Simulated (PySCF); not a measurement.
**C2H7NOSi: NMR shielding calculation**

- system: C2H7NOSi
- method: GIAO CAM-B3LYP/6-311G** NMR shielding, non-relativistic, gas phase (PySCF 2.14.0)

Some settings of this run were made unusual or wrong on purpose. The geometry comes from this level: GFN2-xTB, altered. Figures and captions count atoms from 1; the log counts them from 0 in places.

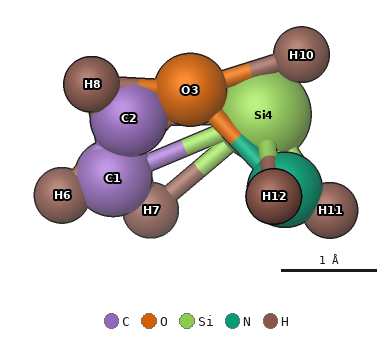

**Figure 1.** The input geometry (ball-and-stick view, seen at a tilt; atoms are numbered from 1 in the order of the input).

### What the run reported

| quantity | value |
| --- | --- |
| outcome | converged |
| total energy | −487.494950 hartree |
| HOMO | −3.69 eV |
| LUMO | 1.71 eV |
| dipole moment | 2.00 D |
| isotropic shielding, C | 41.0 to 124.9 ppm |
| isotropic shielding, O | 11.2 ppm |
| isotropic shielding, Si | 159.4 ppm |
| isotropic shielding, N | 297.2 ppm |
| isotropic shielding, H | 22.1 to 63.3 ppm |
| hardware | 1 CPU thread, shared host |
| wall time | 12 s |
| peak memory | 0.79 GiB |

Some settings of this run were drawn to be unusual or wrong. It converged; results that depend on the unusual settings are not reference values.

### Input
```
{"job": {"kind": "nmr", "xc": "CAM-B3LYP", "basis": "6-311G**", "pop": false, "scf": {"max_cycle": 61}}, "charge": 0, "multiplicity": 1}
C      0.970097     0.326685    -0.011545
C      0.768408    -0.276364     0.278228
O      0.132505    -0.584804     0.213814
Si    -0.581241    -0.380806    -0.224591
N     -0.876125     0.444529     0.029373
H      1.494125     0.529230     0.072035
H      0.615514     0.629749    -0.337001
H      1.120357    -0.586556     0.609515
H     -0.464929    -0.318509    -0.986478
H     -1.002711    -0.995081    -0.019431
H     -1.326035     0.633797    -0.182978
H     -0.849333     0.577769     0.545292
```

The first line tells a small driver script what to run in PySCF; the rest is the geometry in Å.

Launched with:
```bash
OMP_NUM_THREADS=1 python <driver script> task.json out
```

### What the program printed
```
final grid: 94152 points
cycle   1  E = -486.0297369899  dE =  2.294e+01  |g| = 3.348e+00  |ddm| = 9.167e+00
cycle   2  E = -482.2528946111  dE =  3.777e+00  |g| = 5.501e+00  |ddm| = 2.083e+02
cycle   3  E = -487.3646542306  dE = -5.112e+00  |g| = 8.865e-01  |ddm| = 2.089e+02
cycle   4  E = -487.4857138412  dE = -1.211e-01  |g| = 2.464e-01  |ddm| = 9.037e+00
cycle   5  E = -487.4942089610  dE = -8.495e-03  |g| = 6.325e-02  |ddm| = 2.089e+00
cycle   6  E = -487.4948415886  dE = -6.326e-04  |g| = 2.257e-02  |ddm| = 7.398e-01
cycle   7  E = -487.4949276127  dE = -8.602e-05  |g| = 7.880e-03  |ddm| = 2.858e-01
cycle   8  E = -487.4949463378  dE = -1.873e-05  |g| = 2.587e-03  |ddm| = 1.786e-01
cycle   9  E = -487.4949493232  dE = -2.985e-06  |g| = 8.019e-04  |ddm| = 7.564e-02
cycle  10  E = -487.4949499937  dE = -6.704e-07  |g| = 3.051e-04  |ddm| = 3.666e-02
cycle  11  E = -487.4949501330  dE = -1.393e-07  |g| = 1.224e-04  |ddm| = 1.449e-02
cycle  12  E = -487.4949501871  dE = -5.410e-08  |g| = 3.985e-05  |ddm| = 1.382e-02
cycle  13  E = -487.4949501901  dE = -3.028e-09  |g| = 1.583e-05  |ddm| = 4.606e-03
cycle  14  E = -487.4949501904  dE = -2.460e-10  |g| = 3.536e-06  |ddm| = 1.809e-03
converged SCF energy = -487.4949501904

GIAO shielding tensors (ppm)
atom      isotropic    diamagn.    paramagn.     s11        s22        s33       span
  0 C      124.939     268.889    -143.951    -23.566    188.924    209.458    233.024
  1 C       41.023     162.905    -121.882   -145.968     95.095    173.941    319.910
  2 O       11.246     512.797    -501.551   -209.162     80.276    162.624    371.786
  3 Si     159.402     896.602    -737.200    -34.130    182.279    330.057    364.187
  4 N      297.202     311.479     -14.277    265.190    291.704    334.714     69.524
  5 H       43.119      70.727     -27.608     18.225     53.475     57.658     39.433
  6 H       50.916      41.939       8.976     37.372     56.075     59.300     21.929
  7 H       22.318      41.725     -19.407     14.366     25.373     27.214     12.848
  8 H       23.610      25.927      -2.317     12.847     19.329     38.655     25.808
  9 H       22.066      44.572     -22.506      8.494     18.871     38.833     30.339
 10 H       63.269      75.889     -12.620     54.429     62.258     73.119     18.690
 11 H       62.820      61.394       1.425     56.252     63.699     68.508     12.257
```
